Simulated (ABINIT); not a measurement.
# Diamond (Fd-3m, 2 atoms a cell): G0W0 in ABINIT against the wavefunction cutoff in GW, part 2 of 2

How does the gap of Diamond (Fd-3m, 2 atoms a cell) converge in the wavefunction cutoff in GW?

ABINIT 10.8.3; PBE and many-body steps on it, plane waves. Known limits of the many-body steps: not at the basis limit.

So far. Step 2 (Screening, 8×8×8 mesh, 56 bands, screening to 261.2 eV): Local fields lower ε∞ by 8 %. Step 5 (18.5 Ha): The gap on the mesh goes from 4.19 eV to 5.44 eV, a correction of +1.25 eV.

### Step 6. Screening, 8×8×8 mesh, 56 bands, screening to 261.2 eV

This step: RPA screening on PBE, plane waves, norm-conserving pseudopotentials.

The input, run.abi:

```
acell 3*1.0 Angstrom
rprim 
  -0.000000000000 1.783370000000 1.783370000000
  1.783370000000 -0.000000000000 1.783370000000
  1.783370000000 1.783370000000 0.000000000000
ntypat 1
znucl 6
natom 2
typat 1 1
xred 
  -0.000000000000 0.000000000000 0.000000000000
  0.250000000000 0.250000000000 0.250000000000
pp_dirpath "pseudos"
pseudos "C.upf"
ecut 37
ngkpt 8 8 8
nshiftk 1
shiftk 0 0 0
kptopt 1
chksymbreak 0
istwfk *1
occopt 1
irdwfk 1
optdriver 3
nband 56
ecuteps 9.6
inclvkb 2
awtr 1
symchi 1
ecutwfn 27.8
indata_prefix "in"
outdata_prefix "out"
tmpdata_prefix "tmp"
```

Command:

```sh
OMP_NUM_THREADS=1 mpirun -n 8 abinit run.abi > log
```

Output:

```text
.Version 10.8.3 of ABINIT. v10.8.2 released Aug 2026.

 Symmetries : space group Fd -3 m (#227); Bravais cF (face-center cubic)
[... echo of the input left out ...]
== DATASET  1 ==================================================================
-   mpi_nproc: 8, omp_nthreads: 1 (-1 if OMP is not activated)

--- !DatasetInfo
iteration_state: {dtset: 1, }
dimensions: {natom: 2, nkpt: 29, mband: 56, nsppol: 1, nspinor: 1, nspden: 1, mpw: 546, }
cutoff_energies: {ecut:  27.8, pawecutdg:  -1.0, }
[...]
--------------------------------------------------------------------------------
[... chi0 elements left out ...]
 For q-point:  0.000010 0.000020 0.000030
  dielectric constant =   5.5120
  dielectric constant without local fields =   5.9514

  Average fulfillment of the sum rule on Im[epsilon] for q-point    1 :     85.42  [%]
[... wings left out ...]
  q-point number  2        q = ( 0.125000, 0.000000, 0.000000) [r.l.u.]
--------------------------------------------------------------------------------
[... chi0 elements left out ...]
  Average fulfillment of the sum rule on Im[epsilon] for q-point    2 :     97.23  [%]

 [... 27 further q-points ...]
```

It took 22 s on 8 MPI ranks of Arm Neoverse V1, shared host; peak memory 0.97 GiB; 2.9 min of CPU time.

Numbers from this step:

```
ε∞ with local fields, on this mesh, along the program's q direction : 5.512
the same without local fields                                       : 5.951
plasma frequency                                                    : 31.18 eV
plane waves in the screening matrix                                 : 113
```

### Step 7. 27.8 Ha

This step: G0W0 on PBE, plane waves, norm-conserving pseudopotentials.

run.abi: that of step 6 with these lines changed.

```diff
@@ -23,8 +23,17 @@
 irdwfk 1
-optdriver 3
+optdriver 4
 nband 56
+gwcalctyp 0
+ecutsigx 27.8
+symsigma 1
+nkptgw 2
+kptgw 
+  0.0000000000 0.0000000000 0.0000000000
+  0.3750000000 0.3750000000 0.0000000000
+bdgw 
+  2 7
+  3 6
 ecuteps 9.6
-inclvkb 2
-awtr 1
-symchi 1
+irdscr 1
+ppmodel 1
 ecutwfn 27.8
```

Output:

```text
.Version 10.8.3 of ABINIT. v10.8.2 released Aug 2026.

 Symmetries : space group Fd -3 m (#227); Bravais cF (face-center cubic)
[... echo of the input left out ...]
== DATASET  1 ==================================================================
-   mpi_nproc: 8, omp_nthreads: 1 (-1 if OMP is not activated)

--- !DatasetInfo
iteration_state: {dtset: 1, }
dimensions: {natom: 2, nkpt: 29, mband: 56, nsppol: 1, nspinor: 1, nspden: 1, mpw: 546, }
cutoff_energies: {ecut:  27.8, pawecutdg:  -1.0, }
[...]
Band     E0 <VxcDFT>   SigX SigC(E0)      Z dSigC/dE  Sig(E)    E-E0       E
[...]
5  14.483 -14.095  -8.672  -4.676   0.842  -0.188 -13.466   0.628  15.111
        6  17.096 -13.238  -7.304  -5.217   0.843  -0.186 -12.633   0.605  17.701

== END DATASET(S) ==============================================================
================================================================================

 -outvars: echo values of variables after computation  --------
           etotal      0.0000000000E+00
            nband          56
             nkpt          29
          spgroup         227
 [... the other variables as echoed above ...]

 Calculation completed.
```

It took 4.3 s on 8 MPI ranks; peak memory 1.1 GiB; 33 s of CPU time.

This step gave:

| Property | Result |
| --- | --- |
| G0W0 gap on the points computed | 5.461 eV |
| starting gap on the mesh | 4.190 eV |
| k of the valence top | 0, 0, 0 |
| k of the conduction bottom | 0.375, 0.375, 0 |
| least direct G0W0 gap on the computed points | 7.406 eV |

Against the run before, the gap moves by +0.023 eV.

### Step 8. Screening, 8×8×8 mesh, 56 bands, screening to 261.2 eV

This step: RPA screening on PBE, plane waves, norm-conserving pseudopotentials.

run.abi: that of step 7 with these lines changed.

```diff
@@ -23,18 +23,8 @@
 irdwfk 1
-optdriver 4
+optdriver 3
 nband 56
-gwcalctyp 0
-ecutsigx 27.8
-symsigma 1
-nkptgw 2
-kptgw 
-  0.0000000000 0.0000000000 0.0000000000
-  0.3750000000 0.3750000000 0.0000000000
-bdgw 
-  2 7
-  3 6
 ecuteps 9.6
-irdscr 1
-ppmodel 1
-ecutwfn 27.8
+inclvkb 2
+awtr 1
+symchi 1
 indata_prefix "in"
```

Output:

```text
.Version 10.8.3 of ABINIT. v10.8.2 released Aug 2026.

 Symmetries : space group Fd -3 m (#227); Bravais cF (face-center cubic)
[... echo of the input left out ...]
== DATASET  1 ==================================================================
-   mpi_nproc: 8, omp_nthreads: 1 (-1 if OMP is not activated)

--- !DatasetInfo
iteration_state: {dtset: 1, }
dimensions: {natom: 2, nkpt: 29, mband: 56, nsppol: 1, nspinor: 1, nspden: 1, mpw: 869, }
cutoff_energies: {ecut:  37.0, pawecutdg:  -1.0, }
[...]
--------------------------------------------------------------------------------
[... chi0 elements left out ...]
 For q-point:  0.000010 0.000020 0.000030
  dielectric constant =   5.5095
  dielectric constant without local fields =   5.9484

  Average fulfillment of the sum rule on Im[epsilon] for q-point    1 :     85.44  [%]
[... wings left out ...]
  q-point number  2        q = ( 0.125000, 0.000000, 0.000000) [r.l.u.]
--------------------------------------------------------------------------------
[... chi0 elements left out ...]
  Average fulfillment of the sum rule on Im[epsilon] for q-point    2 :     97.24  [%]

 [... 27 further q-points ...]
```

The job ended after 22 s (8 MPI ranks; peak memory 1 GiB; 2.9 min of CPU time).

This step gave:

```yaml
eps_infinity_with_local_fields_on_this_mesh_along_the_program_s_q_direction: 5.510
the_same_without_local_fields: 5.948
plasma_frequency: 31.18 eV
plane_waves_in_the_screening_matrix: 113
```

### Step 9. 37 Ha

This step: G0W0 on PBE, plane waves, norm-conserving pseudopotentials.

run.abi: that of step 8 with these lines changed.

```diff
@@ -23,8 +23,17 @@
 irdwfk 1
-optdriver 3
+optdriver 4
 nband 56
+gwcalctyp 0
+ecutsigx 37
+symsigma 1
+nkptgw 2
+kptgw 
+  0.0000000000 0.0000000000 0.0000000000
+  0.3750000000 0.3750000000 0.0000000000
+bdgw 
+  2 7
+  3 6
 ecuteps 9.6
-inclvkb 2
-awtr 1
-symchi 1
+irdscr 1
+ppmodel 1
 indata_prefix "in"
```

Output:

```text
.Version 10.8.3 of ABINIT. v10.8.2 released Aug 2026.

 Symmetries : space group Fd -3 m (#227); Bravais cF (face-center cubic)
[... echo of the input left out ...]
== DATASET  1 ==================================================================
-   mpi_nproc: 8, omp_nthreads: 1 (-1 if OMP is not activated)

--- !DatasetInfo
iteration_state: {dtset: 1, }
dimensions: {natom: 2, nkpt: 29, mband: 56, nsppol: 1, nspinor: 1, nspden: 1, mpw: 869, }
cutoff_energies: {ecut:  37.0, pawecutdg:  -1.0, }
[...]
Band     E0 <VxcDFT>   SigX SigC(E0)      Z dSigC/dE  Sig(E)    E-E0       E
[...]
5  14.483 -14.094  -8.673  -4.677   0.842  -0.188 -13.467   0.627  15.110
        6  17.096 -13.238  -7.304  -5.217   0.843  -0.186 -12.633   0.605  17.701

== END DATASET(S) ==============================================================
================================================================================

 -outvars: echo values of variables after computation  --------
           etotal      0.0000000000E+00
            nband          56
             nkpt          29
          spgroup         227
 [... the other variables as echoed above ...]

 Calculation completed.
```

Run time: 4.5 s. Hardware: 8 MPI ranks; peak memory 1 GiB.

Numbers from this step:

| Item | Value |
| --- | --- |
| G0W0 gap on the points computed | 5.467 eV |
| starting gap on the mesh | 4.190 eV |
| k of the valence top | 0, 0, 0 |
| k of the conduction bottom | 0.375, 0.375, 0 |
| least direct G0W0 gap on the computed points | 7.408 eV |

Against the run before, the gap moves by +0.006 eV.

### Step 10. Side by side

Times are wall times on 8 MPI ranks of Arm Neoverse V1, shared host, good to a factor of about two. A run's time includes the screening step that it read.

```tsv
run	mesh	bands	screening cutoff (eV)	DFT gap (eV)	gap on the mesh (eV)	direct (eV)	ε∞ used	time
11.1 Ha	8×8×8	56	261.2	4.190	5.367	7.409	5.58	25 s
18.5 Ha	8×8×8	56	261.2	4.190	5.438	7.407	5.52	26 s
27.8 Ha	8×8×8	56	261.2	4.190	5.461	7.406	5.51	26 s
37 Ha	8×8×8	56	261.2	4.190	5.467	7.408	5.51	26 s
```

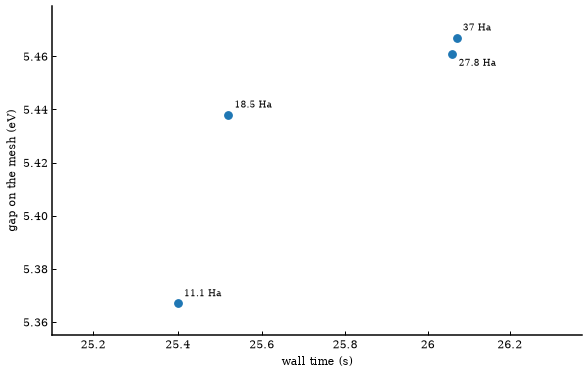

Result against wall time.

### Step 11. Summary of results

```
11.1 Ha      : 5.367 eV
18.5 Ha      : 5.438 eV
27.8 Ha      : 5.461 eV
37 Ha        : 5.467 eV
known limits : not at the basis limit
```

The setting moved: wavefunction cutoff in GW. From 11.1 Ha to 37 Ha the gap moves by +0.10 eV. It holds to 0.03 eV from 18.5 Ha on. Bands and screening cutoff are coupled, so a series along one setting does not show full convergence. The exchange cutoff follows the wavefunction cutoff here. Bands and cutoff are finite, so the gap is not at the basis limit. The miss can reach some tenths of an eV and take either sign; the mesh is an error of its own. In the G0W0 runs levels were corrected at 2 k points alone, so a gap called «on the mesh» is the least over those, and an edge elsewhere would be missed.

[Paths, hosts, dates, memory and timing lines, banners, echoed tables and standing remarks are left out of the program output.]

[Logs are printed without paths, hosts, clocks, repeated set-up lines and the standing remarks that a program may print on its own settings, such as how far it seeks lower states.]

[Runs of the session that timed out or met a known fault of the program may be left out.]

[Hosts, paths, dates, database ids (printed as entryN), source tags and the programs' standing remarks are cut or masked in the printed files.]

[G0W0 gaps are taken among the corrected bands and points alone; a level outside them can change the order at an edge.]

[Where Ansatz stands beside ABINIT at settings called matched, ABINIT's density can come from a denser mesh and the files from another edition; pairs whose starting gaps differed by over 0.03 eV were left out, so agreement reads better than it is.]
